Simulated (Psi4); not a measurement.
Property calculation, with input and output: C₂H₄B (charge −1)

The run: property calculation of C₂H₄B, charge −1. Method and program: LC-wPBE/6-311G*, RKS, DKH2 (Psi4 1.11).

The geometry comes from this level: GFN2-xTB.

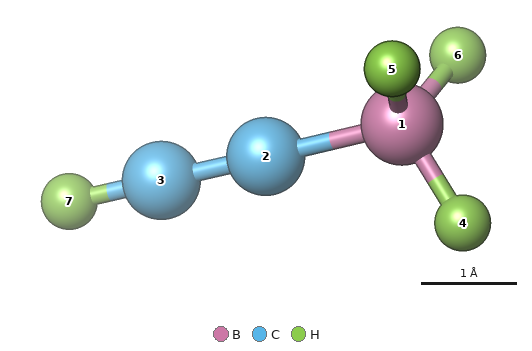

Figure 1. The input geometry (ball-and-stick view, seen at a tilt; atoms are numbered from 1 in the order of the input). Bond lengths as drawn: B–C 1.57 Å, B–H 1.23 Å, C–C 1.21 Å and C–H 1.06 Å.

Key numbers:

```json
{"quantity": "outcome", "value": "converged"}
{"quantity": "total energy", "value": "−103.394583 hartree"}
{"quantity": "basis functions", "value": "66"}
{"quantity": "HOMO", "value": "−4.40 eV"}
{"quantity": "LUMO", "value": "8.24 eV"}
{"quantity": "hardware", "value": "1 thread of Intel Xeon (Granite Rapids), 192 GiB of memory available, shared host"}
{"quantity": "wall time", "value": "5.4 s"}
{"quantity": "peak memory", "value": "0.52 GiB"}
```

Remarks:

Settings chosen away from the usual ones: d_convergence set to 1e-05; ints_tolerance set to 1e-08.

The input (job.dat):
```
memory 1600 MB

molecule mol {
  -1 1
  B     -0.762590     0.586710    -0.252460
  C      0.441630    -0.346170     0.145280
  C      1.367110    -1.053930     0.452870
  H     -1.743190    -0.103170    -0.531940
  H     -0.449000     1.267510    -1.228590
  H     -1.037060     1.326040     0.692310
  H      2.183100    -1.676990     0.722530
  units angstrom
  symmetry c1
}

set {
  scf_type       pk
  d_convergence  1e-05
  ints_tolerance 1e-08
  maxiter        100
  relativistic   dkh
  dkh_order      2
}

result, w = energy('lc-wpbe/6-311G*', return_wfn=True)
oeprop(w, 'QUADRUPOLE', 'MAYER_INDICES', 'WIBERG_LOWDIN_INDICES', 'NO_OCCUPATIONS')
print_variables()
```

Launch command:
```bash
psi4 -n 1 job.dat job.out
```

Output:
```
Psi4 1.11 release

Relativistic analytic gradients are not implemented yet, re-routing to finite differences.

   => Loading Basis Set <=

    Name: 6-311G*
    Role: ORBITAL
    Keyword: BASIS

         ---------------------------------------------------------
                                   SCF
                              RKS Reference
                        1 Threads,   1525 MiB Core
         ---------------------------------------------------------

  ==> Geometry <==

    Molecular point group: c1
    Full point group: C1

    Geometry (in Angstrom), charge = -1, multiplicity = 1:

       Center              X                  Y                   Z               Mass
    ------------   -----------------  -----------------  -----------------  -----------------
         B           -1.076492858692     0.830614404914    -0.356198035891    11.009305360000
         C            0.127727141308    -0.102265595086     0.041541964109    12.000000000000
         C            1.053207141308    -0.810025595086     0.349131964109    12.000000000000
         H           -2.057092858692     0.140734404914    -0.635678035891     1.007825032230
         H           -0.762902858692     1.511414404914    -1.332328035891     1.007825032230
         H           -1.350962858692     1.569944404914     0.588571964109     1.007825032230
         H            1.869197141308    -1.433085595086     0.618791964109     1.007825032230

  Running in c1 symmetry.

  Rotational constants: A =      4.14073  B =      0.26876  C =      0.26876 [cm^-1]
  Rotational constants: A = 124135.88524  B =   8057.32444  C =   8057.21973 [MHz]
  Nuclear repulsion =   51.234109945090509

  Charge       = -1
  Multiplicity = 1
  Electrons    = 22
  Nalpha       = 11
  Nbeta        = 11

  ==> Algorithm <==

  SCF Algorithm Type is PK.
  DIIS enabled.
  MOM disabled.
  Fractional occupation disabled.
  Guess Type is SAD.
  Energy threshold   = 1.00e-06
  Density threshold  = 1.00e-05
  Integral threshold = 1.00e-08

  ==> Primary Basis <==

  Basis Set: 6-311G*
    Blend: 6-311G*
    Number of shells: 36
    Number of basis functions: 66
    Number of Cartesian functions: 69
    Spherical Harmonics?: true
    Max angular momentum: 2

  ==> DFT Potential <==

   => LibXC <=

    Version 7.1.2

   => Composite Functional: WPBE <=

    PBE SR-XC Functional (HJS Model)

    Deriv               =              1
    GGA                 =           TRUE
    Meta                =          FALSE

    Exchange Hybrid     =          FALSE
    MP2 Hybrid          =          FALSE

   => Exchange Functionals <=

    1.0000   XC_GGA_X_HJS_PBE [omega = 0.4000]

   => Exact (HF) Exchange <=

    1.0000            HF,LR [omega = 0.4000]

   => Correlation Functionals <=

    1.0000     XC_GGA_C_PBE

   => LibXC Density Thresholds  <==

    XC_GGA_C_PBE:  1.00E-12
    XC_GGA_X_HJS_PBE:  5.00E-12

   => Molecular Quadrature <=

    Radial Scheme          =       TREUTLER
    Pruning Scheme         =           NONE
    Nuclear Scheme         =       TREUTLER

    Blocking Scheme        =         OCTREE
    BS radius alpha        =              1
    Pruning alpha          =              1
    Radial Points          =             75
    Spherical Points       =            302
    Total Points           =         151811
    Total Blocks           =           1185
    Max Points             =            256
    Max Functions          =             66
    Weights Tolerance      =       1.00E-15

   => Loading Basis Set <=

    Name: (6-311G* AUX)
    Role: DECON
    Keyword: BASIS_RELATIVISTIC

  ==> Integral Setup <==

  Using in-core PK algorithm.
   Calculation information:
      Number of atoms:                   7
      Number of AO shells:              36
      Number of primitives:             71
      Number of atomic orbitals:        69
      Number of basis functions:        66

      Integral cutoff                 1.00e-08
      Number of threads:                 1

  Performing in-core PK
  Using 7336098 doubles for integral storage.
  We computed 194207 shell quartets total.
  Whereas there are 222111 unique shell quartets.

  Computing range-separated integrals for PK
  We computed 194207 wK shell quartets total.
  Whereas there are 222111 wK unique shell quartets.

  ==> DiskJK: Disk-Based J/K Matrices <==

    J tasked:                  Yes
    K tasked:                   No
    wK tasked:                 Yes
    Omega:               4.000E-01
    Memory [MiB]:              883
    Schwarz Cutoff:          1E-08

  Cached 100.0% of DFT collocation blocks in 0.255 [GiB].

    Computing 2-order Douglas-Kroll-Hess integrals.
    Adding Douglas-Kroll-Hess corrections to the potential integrals.
  Minimum eigenvalue in the overlap matrix is 3.9926701344E-04.
  Reciprocal condition number of the overlap matrix is 7.2162830038E-05.
    Using symmetric orthogonalization.

  ==> Pre-Iterations <==

  SCF Guess: Superposition of Atomic Densities via on-the-fly atomic UHF (no occupation information).

   -------------------------
    Irrep   Nso     Nmo
   -------------------------
     A         66      66
   -------------------------
    Total      66      66
   -------------------------

  ==> Iterations <==

                        Total Energy        Delta E     RMS |[F,P]|

   @RKS iter SAD:  -102.24125896880165   -1.02241e+02   0.00000e+00
   @RKS iter   1:  -103.21933608117679   -9.78077e-01   8.10338e-03 DIIS/ADIIS
   @RKS iter   2:  -103.33154657971892   -1.12210e-01   5.16311e-03 DIIS/ADIIS
   @RKS iter   3:  -103.38952056249872   -5.79740e-02   1.56546e-03 DIIS/ADIIS
   @RKS iter   4:  -103.39435294700714   -4.83238e-03   2.34265e-04 DIIS/ADIIS
   @RKS iter   5:  -103.39456407074552   -2.11124e-04   6.28146e-05 DIIS
   @RKS iter   6:  -103.39458107388386   -1.70031e-05   1.75847e-05 DIIS
   @RKS iter   7:  -103.39458265237148   -1.57849e-06   2.11198e-06 DIIS
   @RKS iter   8:  -103.39458267802085   -2.56494e-08   2.42539e-07 DIIS
  Energy and wave function converged.

  ==> Post-Iterations <==

   Electrons on quadrature grid:
      Ntotal   =   21.9999959440 ; deviation = -4.056e-06

    Orbital Energies [Eh]
    ---------------------

    Doubly Occupied:

       1A     -9.887428     2A     -9.877223     3A     -6.442391
       4A     -0.679924     5A     -0.492840     6A     -0.430455
       7A     -0.259358     8A     -0.240840     9A     -0.240761
      10A     -0.161781    11A     -0.161773

    Virtual:

      12A      0.302834    13A      0.341783    14A      0.341822
      15A      0.365167    16A      0.423934    17A      0.433830
      18A      0.433993    19A      0.532573    20A      0.532620
      21A      0.555561    22A      0.609126    23A      0.736717
      24A      0.736870    25A      0.785420    26A      0.820959
      27A      0.820988    28A      0.859076    29A      0.890750
      30A      0.897468    31A      0.897659    32A      1.025907
      33A      1.110132    34A      1.224463    35A      1.224583
      36A      1.344909    37A      1.393214    38A      1.412770
      39A      1.412926    40A      1.543048    41A      1.543257
      42A      1.651627    43A      1.773198    44A      1.773553
      45A      1.932336    46A      1.932816    47A      2.100479
      48A      2.259895    49A      2.260176    50A      2.496113
      51A      2.542219    52A      2.542230    53A      2.747788
      54A      2.836757    55A      2.836886    56A      2.985370
      57A      2.997942    58A      2.998043    59A      3.231173
      60A      3.231176    61A      3.491434    62A      3.600417
      63A      3.824940    64A     14.583071    65A     23.296752
      66A     24.815689

    Final Occupation by Irrep:
              A
    DOCC [    11 ]
    NA   [    11 ]
    NB   [    11 ]

  @RKS Final Energy:  -103.39458267802085

   => Energetics <=

    Nuclear Repulsion Energy =             51.2341099450905091
    One-Electron Energy =                -243.7523894509966169
    Two-Electron Energy =                 101.3411699032446052
    DFT Exchange-Correlation Energy =     -12.2174730753593650
    Empirical Dispersion Energy =           0.0000000000000000
    VV10 Nonlocal Energy =                  0.0000000000000000
    Total Energy =                       -103.3945826780208535

Computation Completed

Properties will be evaluated at   0.000000,   0.000000,   0.000000 [a0]

Properties computed using the SCF density matrix

 Multipole Moments:

 ------------------------------------------------------------------------------------
     Multipole            Electronic (a.u.)      Nuclear  (a.u.)        Total (a.u.)
 ------------------------------------------------------------------------------------

 L = 1.  Multiply by 2.5417464519 to convert [e a0] to [Debye]
 Dipole X            :          2.4905341           -1.1312279            1.3593062
 Dipole Y            :         -1.9319081            0.8850202           -1.0468880
 Dipole Z            :          0.8226898           -0.3733886            0.4493012
 Magnitude           :                                                    1.7735725

 ------------------------------------------------------------------------------------

	total time  =          4 seconds =       0.07 minutes

Properties will be evaluated at   0.000000,   0.000000,   0.000000 [a0]
OEProp: No title given, name of density matrix used for the following properties is 'SCF density'

 Multipole Moments:

 ------------------------------------------------------------------------------------
     Multipole            Electronic (a.u.)      Nuclear  (a.u.)        Total (a.u.)
 ------------------------------------------------------------------------------------

 L = 1.  Multiply by 2.5417464519 to convert [e a0] to [Debye]
 Dipole X            :          2.4905341           -1.1312279            1.3593062
 Dipole Y            :         -1.9319081            0.8850202           -1.0468880
 Dipole Z            :          0.8226898           -0.3733886            0.4493012
 Magnitude           :                                                    1.7735725

 L = 2.  Multiply by 1.3450342976 to convert [e a0^2] to [Debye ang]
 Quadrupole XX       :       -103.2157036           80.9924353          -22.2232683
 Quadrupole XY       :         59.0618182          -56.8159827            2.2458355
 Quadrupole XZ       :        -25.3904309           24.4292975           -0.9611334
 Quadrupole YY       :        -72.0283050           50.9656629          -21.0626421
 Quadrupole YZ       :         19.5550257          -18.8107950            0.7442307
 Quadrupole ZZ       :        -34.9395351           15.3005965          -19.6389386
 Traceless XX        :        -33.1545223           31.9062037           -1.2483186
 Traceless YY        :         -1.9671238            1.8794314           -0.0876924
 Traceless ZZ        :         35.1216461          -33.7856351            1.3360110

 ------------------------------------------------------------------------------------

  Mayer Bond Indices:

  Irrep: 1 Size: 7 x 7

                 1                   2                   3                   4                   5

    1     0.00000000000000     0.94820809567461     0.01554207846003     0.95008366075886     0.95021554631616
    2     0.94820809567461     0.00000000000000     2.80988667540905     0.00337382091060     0.00332114648916
    3     0.01554207846003     2.80988667540905     0.00000000000000     0.01834009584504     0.01843517217823
    4     0.95008366075886     0.00337382091060     0.01834009584504     0.00000000000000    -0.01884805491352
    5     0.95021554631616     0.00332114648916     0.01843517217823    -0.01884805491352     0.00000000000000
    6     0.95017306759430     0.00334954052404     0.01846478460383    -0.01881831975115    -0.01880882513021
    7     0.00307645216795     0.00567478284527     0.95649995998409     0.00000660401423     0.00000699131485

                 6                   7

    1     0.95017306759430     0.00307645216795
    2     0.00334954052404     0.00567478284527
    3     0.01846478460383     0.95649995998409
    4    -0.01881831975115     0.00000660401423
    5    -0.01880882513021     0.00000699131485
    6     0.00000000000000     0.00000586489576
    7     0.00000586489576     0.00000000000000

  Atomic Valences:

 #  #
 Irrep: 1
      1:    3.817298900971902
      2:    3.773814061852738
      3:    3.837168766480277
      4:    0.934137806864058
      5:    0.934321976254675
      6:    0.934366112736559
      7:    0.965270655222144

  Wiberg Bond Indices using Orthogonal Lowdin Orbitals:

  Irrep: 1 Size: 7 x 7

                 1                   2                   3                   4                   5

    1     0.00000000000000     1.08157974492712     0.15146530807775     0.93302163848168     0.93288352547914
    2     1.08157974492712     0.00000000000000     2.96246103654158     0.04186238189847     0.04196495372011
    3     0.15146530807775     2.96246103654158     0.00000000000000     0.02442533754976     0.02453070609547
    4     0.93302163848168     0.04186238189847     0.02442533754976     0.00000000000000     0.01309648078605
    5     0.93288352547914     0.04196495372011     0.02453070609547     0.01309648078605     0.00000000000000
    6     0.93281979509999     0.04201863032812     0.02456171555211     0.01309630463120     0.01310087001056
    7     0.01232851659243     0.07740209712883     0.93328648553241     0.00014020830235     0.00014084642118

                 6                   7

    1     0.93281979509999     0.01232851659243
    2     0.04201863032812     0.07740209712883
    3     0.02456171555211     0.93328648553241
    4     0.01309630463120     0.00014020830235
    5     0.01310087001056     0.00014084642118
    6     0.00000000000000     0.00014192604891
    7     0.00014192604891     0.00000000000000

  Atomic Valences:

 #  #
 Irrep: 1
      1:    4.044098528658107
      2:    4.247288844544231
      3:    4.120730589349074
      4:    1.025642351649492
      5:    1.025717382512503
      6:    1.025739241670882
      7:    1.023440080026105

  Natural Orbital Occupations:

  Total Occupations:
  HONO-2 :    9  A    2.000
  HONO-1 :   10  A    2.000
  HONO-0 :   11  A    2.000
  LUNO+0 :   12  A    0.000
  LUNO+1 :   13  A    0.000
  LUNO+2 :   14  A    0.000
  LUNO+3 :   15  A    0.000

  Variable Map:
  ----------------------------------------------------------------------------
  "CURRENT ENERGY"              =>    -103.394582678021
  "CURRENT REFERENCE ENERGY"    =>    -103.394582678021
  "DD SOLVATION ENERGY"         =>       0.000000000000
  "DFT FUNCTIONAL TOTAL ENERGY" =>    -103.394582678021
  "DFT TOTAL ENERGY"            =>    -103.394582678021
  "DFT VV10 ENERGY"             =>       0.000000000000
  "DFT XC ENERGY"               =>     -12.217473075359
  "GRID ELECTRONS ALPHA"        =>      10.999997971982
  "GRID ELECTRONS BETA"         =>      10.999997971982
  "GRID ELECTRONS TOTAL"        =>      21.999995943965
  "NUCLEAR REPULSION ENERGY"    =>      51.234109945091
  "ONE-ELECTRON ENERGY"         =>    -243.752389450997
  "PCM POLARIZATION ENERGY"     =>       0.000000000000
  "PE ENERGY"                   =>       0.000000000000
  "SCF ITERATION ENERGY"        =>    -103.394582678021
  "SCF ITERATIONS"              =>       8.000000000000
  "SCF TOTAL ENERGY"            =>    -103.394582678021
  "TWO-ELECTRON ENERGY"         =>     101.341169903245
  "XC GRID RADIAL POINTS"       =>      75.000000000000
  "XC GRID SPHERICAL POINTS"    =>     302.000000000000
  "XC GRID TOTAL POINTS"        =>  151811.000000000000

  Array Variable Map:
  ----------------------------------------------------------------------------
  "CURRENT DIPOLE"              =>       1.359306193725 ... 0.449301161671 1 by 3
  "DIPOLE"                      =>       1.359306193725 ... 0.449301161671 1 by 3
  "QUADRUPOLE"                  =>     -22.223268316954 ... -19.638938643978 1 by 6
  "SCF DIPOLE"                  =>       1.359306193725 ... 0.449301161671 1 by 3
  "SCF TOTAL ENERGIES"          =>    -102.241258968802 ... -103.394582678021 1 by 9

    Psi4 run time: 0:00:04.17
```

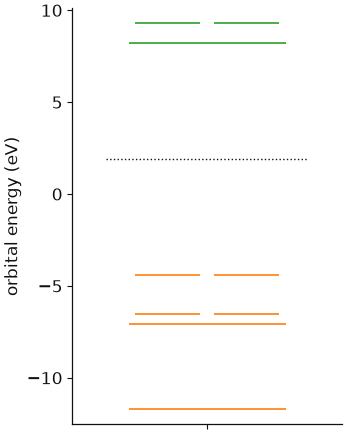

Figure 2. Orbital energies near the frontier; the dotted line parts filled from empty levels, and levels within 0.02 eV of each other stand side by side. Highest filled −4.40 eV, lowest empty 8.24 eV, 12.64 eV apart.
